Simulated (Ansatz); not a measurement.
## OsCl2 (1T sheet): how robust is the cRPA U?

Aim: hold the target of a cRPA run on OsCl2 (1T sheet) and move one thing at a time.

Method: constrained RPA on LDA, plane waves, PAW, in Ansatz 0.2.0.

## 1. The structure

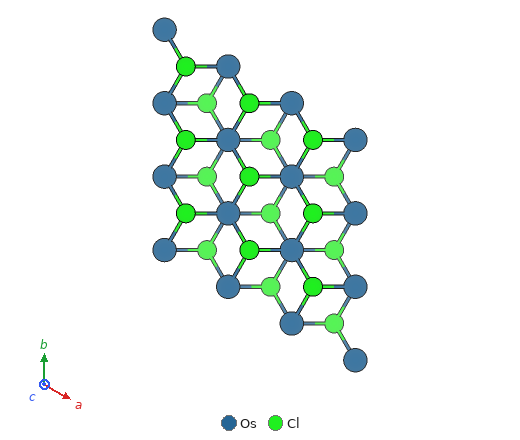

The cell as given, from above (osmium blue, chlorine green). 3×3×1 cells are drawn. Some periodic images of atoms are drawn too.

The cell holds 3 atoms: 1 Os and 2 Cl. Its edges and angles: a = 3.581 Å, b = 3.581 Å, c = 30.112 Å, α = 90.0°, β = 90.0°, γ = 120.0°. Vacuum lies along c.

The structure was relaxed with LDA. The structure was generated from a model, not taken from a measurement. The runs that relaxed it are not among those shown. The program's search for lower electronic states was switched off, so nothing shows that the state found is the lowest. Spin-orbit coupling is left out unless a step names it. The default PAW set here is soft_2. Its files were made with PBE; for other functionals the partial waves and projectors stay those of PBE. The Coulomb interaction is cut off across the vacuum.

## 2. Base: Os eg, bands c1 to c2, 6×6×1 mesh, medium accuracy

Constrained RPA screens the interaction with every transition except those inside the target bands, which a later many-body model would treat itself.

input.yaml reads:

```yaml
crystal:
  lattice:
    - [0.0, 2.5319672, 2.5319672]
    - [2.5319672, -2.5319672, 0.0]
    - [17.38503569, 17.38503569, -17.38503569]
  atoms:
    - { symbol: Os, position: [0.0, 0.0, 0.3180797022] }
    - { symbol: Cl, position: [0.3333333333, 0.6666666667, 0.3556983137] }
    - { symbol: Cl, position: [0.6666666667, 0.3333333333, 0.2804610906] }
  periodic: [true, true, false]
kpoints:
  mp_grid: { grid: [6, 6, 1] }
hamiltonian:
  xc: lda
scf:
  occupations: { method: gaussian, width: 0.08 }
  n_extra_bands: 19
  max_iter: 150
  lower_state_search: "off"
output:
  crpa:
    kmesh: [6, 6, 1]
    target_bands: [c1, c2]
    projections: [{ species: Os, l: d, shell: 5, orbitals: [dz2, dx2-y2] }]
  local_orbitals:
    kmesh: [12, 12, 1]
    orbitals: [{ species: Os, l: d, shell: 5, orbitals: [dz2, dx2-y2] }]
    window: { bands: [c1, c2] }
    seedname: lo
```

Launch:

```sh
$ ansatz run input.yaml --threads 4 --pin off --max-ram 14745MiB --backend cpu --events-out ev --progress --plain --runs-dir out
```

Numbers of over 12 decimals in the logs are rounded to 6 here.

Log:

```text
scf.n_extra_bands = 19 over 15 filled bands (N_el = 30.0): the run solves 34 bands
Engine: ansatz 0.2.0, aarch64-unknown-linux-gnu
Pseudopotentials: kind: paw
Pseudopotential: Os, paw, valence charge 16, recommended cutoff 420 eV (normal), Os.paw.azcp
Pseudopotential: Cl, paw, valence charge 7, recommended cutoff 420 eV (normal), Cl.paw.azcp
Functional definition: SPW92
  exchange = slater_x
  correlation = pw_c
Crystal: 3 atoms, lattice volume = 334.359 Å³
Basis set: ecut = 420 eV, 6455 PW (Γ)
Bands: 34, of which v1, the nominal top of the filled ones, is band 15 counted from 1 (14 counted from 0)
Symmetry: 12 space group operations
Space group: P-3m1 (ITA 164), of the structure as read, at distance tolerance 6.9e-5 Å
k-points: 7 of 36
Non-local potential: Os, projectors of the file, l = 0: 3, l = 1: 2, l = 2: 2, l = 3: 1
Non-local potential: Cl, projectors of the file, l = 0: 2, l = 1: 2, l = 2: 2
PAW form: soft (Blöchl's): semilocal exchange-correlation on the pseudo side does not see the compensation charge
PAW frozen core: Os, regenerated for the run's functional, and the local potential with it (the file was generated under x = pbe(κ = 0.804, μ = 0.219515), c = pbe(β = 0.066725))
PAW frozen core: Cl, regenerated for the run's functional, and the local potential with it (the file was generated under x = pbe(κ = 0.804, μ = 0.219515), c = pbe(β = 0.066725))
PAW one-centre angular grid: Os, 590 points (default); XC on 64 Gauss nodes
PAW one-centre angular grid: Cl, 110 points (default); XC on 64 Gauss nodes
Initial density: superposition of atomic densities (neutral atoms: chi_scale 0, normalization atom), corrected by the library's trained network
Initial wavefunctions: pseudopotential atomic-orbital guess
Functional: x = slater, c = lda
SCF iter   1: F=—  HF=-13206.174441 eV  |F-HF|=—  |Δ(HF+E_count)|=         —  Δρ=5.44e-3  dr2=5.51e-2  ethr=1.77e-3  ⟨swp⟩=11.3  Hψ=1900  notcnv=0  defer=54
preconditioner: auto → none  [insulator: Δε(μ)=1.411 eV  Ē_g=14.472 eV  σ=0.080 eV  W_gap=1.00  n_scr=16 (ndim 8)  ℏωp=9.5 eV  f_vac=0.804  D(μ)=0.00/eV (n_scr^D=0)  ε∞_Penn≈1.4]
SCF iter   2: F=—  HF=-13206.161060 eV  |F-HF|=—  |Δ(HF+E_count)|=   1.34e-2  Δρ=2.19e-3  dr2=6.78e-3  ethr=1.84e-4  ⟨swp⟩=3.1  Hψ=464  notcnv=0  defer=67
SCF iter   3: F=—  HF=-13206.161081 eV  |F-HF|=—  |Δ(HF+E_count)|=   2.14e-5  Δρ=1.03e-3  dr2=2.72e-3  ethr=2.26e-5  ⟨swp⟩=3.1  Hψ=274  notcnv=0  defer=67
SCF iter   4: F=—  HF=-13206.161158 eV  |F-HF|=—  |Δ(HF+E_count)|=   7.68e-5  Δρ=5.39e-4  dr2=1.48e-3  ethr=9.06e-6  ⟨swp⟩=2.9  Hψ=270  notcnv=0  defer=67
SCF iter   5: F=—  HF=-13206.160902 eV  |F-HF|=—  |Δ(HF+E_count)|=   2.56e-4  Δρ=1.08e-4  dr2=3.46e-5  ethr=4.95e-6  ⟨swp⟩=3.0  Hψ=227  notcnv=0  defer=67
SCF iter   6: F=—  HF=-13206.160916 eV  |F-HF|=—  |Δ(HF+E_count)|=   1.37e-5  Δρ=1.50e-5  dr2=4.80e-7  ethr=1.15e-7  ⟨swp⟩=3.1  Hψ=400  notcnv=0  defer=81
SCF iter   7: F=-13206.160917 eV  HF=-13206.160917 eV  |F-HF|=4.37e-8  |Δ(HF+E_count)|=   1.37e-6  Δρ=3.56e-6  dr2=3.23e-8  ethr=3.33e-10  ⟨swp⟩=23.3  Hψ=2238  notcnv=0
SCF 1 converged in 7 iterations: F = -13206.160917 eV  dr2 = 3.23e-8
[...]
NSCF: frozen V_eff on 22 k-points
NSCF: frozen V_eff on 7 k-points
[...]
cRPA screening: q 1/36
cRPA screening: q 2/36
cRPA screening: q 8/36 (q-point 3)
cRPA screening: q 14/36 (q-point 4)
cRPA screening: q 17/36 (q-point 8)
cRPA screening: q 23/36 (q-point 9)
cRPA screening: q 35/36 (q-point 15)
SCF converged after 7 iterations
Free energy (F): -13206.160917 eV
Harris-Foulkes:  -13206.160917 eV  (|F-HF|=4.37e-8)
Internal energy: -13206.160917 eV  (E = F + TS)
E sigma→0 (E₀):  -13206.160917 eV
Fermi energy:    -3.941044 eV
--- Per-component energies (eV) ---
  E_band       = -730.532244
  E_kinetic    = 894.432512
  E_local      = -49221.953170  (includes V_loc(G=0)·N_el)
  E_nonlocal   = 65.737613
  E_hartree    = 24136.149521
  E_xc         = -477.197815
  E_vxc        = -527.197508  (∫ρ·V_xc dr)
  E_paw        = -9999.246105  (= ΣΔE_a)
  E_vpaw       = -213.849946  (= ΣTr[D̂ρ^β])
  E_aug_tail   = 0.000125  (compensation charges beyond the density's cutoff)
  E_ewald      = 21395.172683
  E_core_change = 0.743717  (= ΣΔE_core)
  E_smearing   = -0.000000  (= −TS)
  E_closure    = -0.000000  (closes the sum)
  Σ components = -13206.160917   (vs F -13206.160917, Δ=0.00e0)
--- Band table (eV; the first three rows and the last of 7) ---
  k-point 0: bands = [... 11 lower, -8.9081, -6.4293, -6.4293, -4.9340, -2.2737, -2.2737, -1.4780 (-1.4780°), -0.5521 (-0.5525°), ... 15 higher]
  k-point 1: bands = [... 11 lower, -8.6923, -6.1949, -5.8229, -4.6906, -3.1914, -2.5767, -0.7345 (-0.7346°), -0.0469 (-0.0482°), ... 15 higher]
  k-point 2: bands = [... 11 lower, -8.9296, -6.1613, -5.3190, -4.9359, -3.0963, -2.5992, -0.2080 (-0.2080°), 0.8232 (0.8231°), ... 15 higher]
  k-point 6: bands = [... 11 lower, -9.9659, -5.9559, -5.0435, -5.0435, -2.8518, -2.8518, 1.1639, 2.3890, ... 15 higher]
  ° read free of the cell's end (the report's vacuum.weakly_bound_levels)
  °? not known for the slab's own: over its row's bound_up_to_ev there, or no deeper under its free states than its continued_xc_part_ev in size
--- cRPA (band scheme, projected local orbitals): target bands 16..17 (1-based), 2 Wannier function(s), 6×6×1 mesh, 34 bands' worth read of 39 solved, ecut_chi 136.0 eV, v(q+G=0) probe_charge, pair densities all_electron ---
  χ-basis size per q: N_G = 1182..1236
  window electrons = 0.0000, filled by tetrahedron_uncorrected; constrained ε̄⁻¹(q = 0, 0) head = 0.601038; min gauge Gram eig = 0.4790
  Kanamori averages over each shell's own Wannier functions (sites counted from 0, functions from 1):
    Site 0, 5D, 2 of 5 d orbitals (Wannier functions 1, 2; wannier90's mr 1, 4):
      screened: U = 2.4110 eV, U' = 1.9273 eV, J = 0.2419 eV
      screened, to within: U = 5.3e-3 eV, U' = 5.3e-3 eV, J = 5.3e-4 eV
      bare: V = 9.0105 eV, V' = 8.1948 eV, J = 0.4078 eV
  Hermiticity witness max|P − P†| over intra, direct and exchange elements: 1.33e-14 eV (screened), 7.24e-18 eV (bare)
  Reality witness max|Im| over intra, direct and exchange elements: 3.91e-17 eV (screened), 7.78e-18 eV (bare)
```

Run time: 70 s. Hardware: 4 threads of Arm Neoverse V1, shared host; peak memory 1.8 GiB; 4.4 min of CPU time.

Numbers from this step:

| Quantity | Value |
| --- | --- |
| U | 2.411 eV |
| U prime (inter-orbital) | 1.927 eV |
| J | 0.2419 eV |
| bare V | 9.010 eV |
| bare J | 0.4078 eV |
| stated bound on U | 0.005265 eV |
| U over bare V | 0.2676 |
| electrons in the window | 0 |
| head of the constrained inverse dielectric matrix | 0.6010 |
| least eigenvalue of the projection's overlap | 0.4790 |
| target functions | 2 |
| bands in the sums | 34 |
| r.m.s. miss of the model bands | 0.001183 eV |
| width of the target bands | 1.106 eV |
| weight of the projected orbitals in the window | 0.5984 |

On the Os eg shell, screening brings the on-site interaction from 9.0 eV down to U = 2.41 eV.

## 3. Changed: 9×9×1 mesh

Changes to input.yaml since step 2:

```diff
@@ -21,9 +21,4 @@
   crpa:
-    kmesh: [6, 6, 1]
+    kmesh: [9, 9, 1]
     target_bands: [c1, c2]
     projections: [{ species: Os, l: d, shell: 5, orbitals: [dz2, dx2-y2] }]
-  local_orbitals:
-    kmesh: [12, 12, 1]
-    orbitals: [{ species: Os, l: d, shell: 5, orbitals: [dz2, dx2-y2] }]
-    window: { bands: [c1, c2] }
-    seedname: lo
```

Log:

```text
[...]
Crystal: 3 atoms, lattice volume = 334.359 Å³
Basis set: ecut = 420 eV, 6455 PW (Γ)
Bands: 34, of which v1, the nominal top of the filled ones, is band 15 counted from 1 (14 counted from 0)
Symmetry: 12 space group operations
[...]
k-points: 7 of 36
[...]
SCF iter   1: F=—  HF=-13206.174441 eV  |F-HF|=—  |Δ(HF+E_count)|=         —  Δρ=5.44e-3  dr2=5.51e-2  ethr=1.77e-3  ⟨swp⟩=11.3  Hψ=1900  notcnv=0  defer=54
[...]
SCF iter   7: F=-13206.160917 eV  HF=-13206.160917 eV  |F-HF|=4.37e-8  |Δ(HF+E_count)|=   1.37e-6  Δρ=3.56e-6  dr2=3.23e-8  ethr=3.33e-10  ⟨swp⟩=23.3  Hψ=2238  notcnv=0
SCF 1 converged in 7 iterations: F = -13206.160917 eV  dr2 = 3.23e-8
[...]
NSCF: frozen V_eff on 12 k-points
[...]
cRPA screening: q 1/81
cRPA screening: q 2/81
cRPA screening: q 8/81 (q-point 3)
cRPA screening: q 14/81 (q-point 4)
cRPA screening: q 20/81 (q-point 5)
[...]
Internal energy: -13206.160917 eV  (E = F + TS)
E sigma→0 (E₀):  -13206.160917 eV
Fermi energy:    -3.941044 eV
[...]
--- Band table (eV; the first three rows and the last of 7) ---
  k-point 0: bands = [... 11 lower, -8.9081, -6.4293, -6.4293, -4.9340, -2.2737, -2.2737, -1.4780 (-1.4780°), -0.5521 (-0.5525°), ... 15 higher]
  k-point 1: bands = [... 11 lower, -8.6923, -6.1949, -5.8229, -4.6906, -3.1914, -2.5767, -0.7345 (-0.7346°), -0.0469 (-0.0482°), ... 15 higher]
  k-point 2: bands = [... 11 lower, -8.9296, -6.1613, -5.3190, -4.9359, -3.0963, -2.5992, -0.2080 (-0.2080°), 0.8232 (0.8231°), ... 15 higher]
  k-point 6: bands = [... 11 lower, -9.9659, -5.9559, -5.0435, -5.0435, -2.8518, -2.8518, 1.1639, 2.3890, ... 15 higher]
  ° read free of the cell's end (the report's vacuum.weakly_bound_levels)
[...]
χ-basis size per q: N_G = 1180..1238
[...]
Site 0, 5D, 2 of 5 d orbitals (Wannier functions 1, 2; wannier90's mr 1, 4):
      screened: U = 2.4001 eV, U' = 1.9181 eV, J = 0.2410 eV
      screened, to within: U = 5.3e-3 eV, U' = 5.3e-3 eV, J = 5.2e-4 eV
      bare: V = 8.9628 eV, V' = 8.1501 eV, J = 0.4063 eV
[...]
[key lines of the parts left out:]
SCF converged after 7 iterations
Free energy (F): -13206.160917 eV
```

The job ended after 2.9 min (4 threads; peak memory 2 GiB; 11 min of CPU time).

This step gave:

```
U                                                 : 2.400 eV
U prime (inter-orbital)                           : 1.918 eV
J                                                 : 0.2410 eV
bare V                                            : 8.963 eV
bare J                                            : 0.4063 eV
stated bound on U                                 : 0.005207 eV
U over bare V                                     : 0.2678
electrons in the window                           : 0
head of the constrained inverse dielectric matrix : 0.6159
least eigenvalue of the projection's overlap      : 0.4637
target functions                                  : 2
bands in the sums                                 : 34
width of the target bands                         : 1.106 eV
weight of the projected orbitals in the window    : 0.5984
```

On the Os eg shell, screening brings the on-site interaction from 9.0 eV down to U = 2.40 eV.

## 4. Changed: 3×3×1 mesh

Changes to input.yaml since step 3:

```diff
@@ -21,3 +21,3 @@
   crpa:
-    kmesh: [9, 9, 1]
+    kmesh: [3, 3, 1]
     target_bands: [c1, c2]
```

Log:

```text
[...]
Crystal: 3 atoms, lattice volume = 334.359 Å³
Basis set: ecut = 420 eV, 6455 PW (Γ)
Bands: 34, of which v1, the nominal top of the filled ones, is band 15 counted from 1 (14 counted from 0)
Symmetry: 12 space group operations
[...]
k-points: 7 of 36
[...]
° read free of the cell's end (the report's vacuum.weakly_bound_levels)
[...]
χ-basis size per q: N_G = 1182..1215
[...]
Site 0, 5D, 2 of 5 d orbitals (Wannier functions 1, 2; wannier90's mr 1, 4):
      screened: U = 2.4609 eV, U' = 1.9560 eV, J = 0.2525 eV
      screened, to within: U = 5.3e-3 eV, U' = 5.3e-3 eV, J = 5.8e-4 eV
      bare: V = 9.3841 eV, V' = 8.5399 eV, J = 0.4221 eV
[...]
[key lines of the parts left out:]
SCF converged after 7 iterations
Free energy (F): -13206.160917 eV
Fermi energy:    -3.941044 eV
```

Run time: 23 s. Hardware: 4 threads; peak memory 1.6 GiB.

Numbers from this step:

- U: 2.461 eV
- U prime (inter-orbital): 1.956 eV
- J: 0.2525 eV
- bare V: 9.384 eV
- bare J: 0.4221 eV
- stated bound on U: 0.005285 eV
- U over bare V: 0.2622
- electrons in the window: 0
- head of the constrained inverse dielectric matrix: 0.5724
- least eigenvalue of the projection's overlap: 0.4790
- target functions: 2
- bands in the sums: 34
- width of the target bands: 1.106 eV
- weight of the projected orbitals in the window: 0.5984

On the Os eg shell, screening brings the on-site interaction from 9.4 eV down to U = 2.46 eV.

## 5. Changed: sums over states

Changes to input.yaml since step 4:

```diff
@@ -21,4 +21,7 @@
   crpa:
-    kmesh: [3, 3, 1]
+    kmesh: [6, 6, 1]
     target_bands: [c1, c2]
     projections: [{ species: Os, l: d, shell: 5, orbitals: [dz2, dx2-y2] }]
+    accuracy: sum_over_states
+    n_empty_bands: 15
+    ecut_chi: 136
```

Log:

```text
[...]
Crystal: 3 atoms, lattice volume = 334.359 Å³
Basis set: ecut = 420 eV, 6455 PW (Γ)
Bands: 34, of which v1, the nominal top of the filled ones, is band 15 counted from 1 (14 counted from 0)
Symmetry: 12 space group operations
[...]
k-points: 7 of 36
[...]
χ-basis size per q: N_G = 1182..1236
[...]
U and J over all bands: no bound (output.crpa.accuracy: sum_over_states); those below are of the sums over the bands read on the sphere of ecut_chi, with what the atoms add
[...]
Site 0, 5D, 2 of 5 d orbitals (Wannier functions 1, 2; wannier90's mr 1, 4):
      screened: U = 2.6249 eV, U' = 2.0445 eV, J = 0.2902 eV
      bare: V = 9.0105 eV, V' = 8.1948 eV, J = 0.4078 eV
[...]
[key lines of the parts left out:]
SCF converged after 7 iterations
Free energy (F): -13206.160917 eV
Fermi energy:    -3.941044 eV
```

Run time: 9.4 s. Hardware: 4 threads; peak memory 0.68 GiB.

This variant gives U = 2.62 eV against 2.41 eV. It is a finite sum over empty states with no bound on its error and stays out of the table below.

## 6. Changed: accuracy low

Changes to input.yaml since step 5:

```diff
@@ -24,4 +24,2 @@
     projections: [{ species: Os, l: d, shell: 5, orbitals: [dz2, dx2-y2] }]
-    accuracy: sum_over_states
-    n_empty_bands: 15
-    ecut_chi: 136
+    accuracy: low
```

Log:

```text
[...]
Crystal: 3 atoms, lattice volume = 334.359 Å³
Basis set: ecut = 420 eV, 6455 PW (Γ)
Bands: 34, of which v1, the nominal top of the filled ones, is band 15 counted from 1 (14 counted from 0)
Symmetry: 12 space group operations
[...]
k-points: 7 of 36
[...]
° read free of the cell's end (the report's vacuum.weakly_bound_levels)
[...]
χ-basis size per q: N_G = 1182..1236
[...]
Site 0, 5D, 2 of 5 d orbitals (Wannier functions 1, 2; wannier90's mr 1, 4):
      screened: U = 2.4038 eV, U' = 1.9223 eV, J = 0.2407 eV
      screened, to within: U = 7.0e-2 eV, U' = 7.0e-2 eV, J = 5.7e-3 eV
      bare: V = 9.0105 eV, V' = 8.1948 eV, J = 0.4078 eV
[...]
[key lines of the parts left out:]
SCF converged after 7 iterations
Free energy (F): -13206.160917 eV
Fermi energy:    -3.941044 eV
```

Wall time 43 s (4 threads); peak memory 1.7 GiB.

Numbers from this step:

```yaml
u: 2.404 eV
u_prime_inter_orbital: 1.922 eV
j: 0.2407 eV
bare_v: 9.010 eV
bare_j: 0.4078 eV
stated_bound_on_u: 0.06927 eV
u_over_bare_v: 0.2668
electrons_in_the_window: 0
head_of_the_constrained_inverse_dielectric_matrix: 0.6009
least_eigenvalue_of_the_projection_s_overlap: 0.4790
target_functions: 2
bands_in_the_sums: 34
width_of_the_target_bands: 1.106 eV
weight_of_the_projected_orbitals_in_the_window: 0.5984
```

On the Os eg shell, screening brings the on-site interaction from 9.0 eV down to U = 2.40 eV.

(Continued in part 2 of 2.)

[Paths, hosts, dates, memory and timing lines, banners, echoed tables and standing remarks are left out of the program output.]

[Logs are printed without paths, hosts, clocks, repeated set-up lines and the standing remarks that a program may print on its own settings, such as how far it seeks lower states.]

[Runs of the session that timed out or met a known fault of the program may be left out.]

[Hosts, paths, dates, database ids (printed as entryN), source tags and the programs' standing remarks are cut or masked in the printed files.]
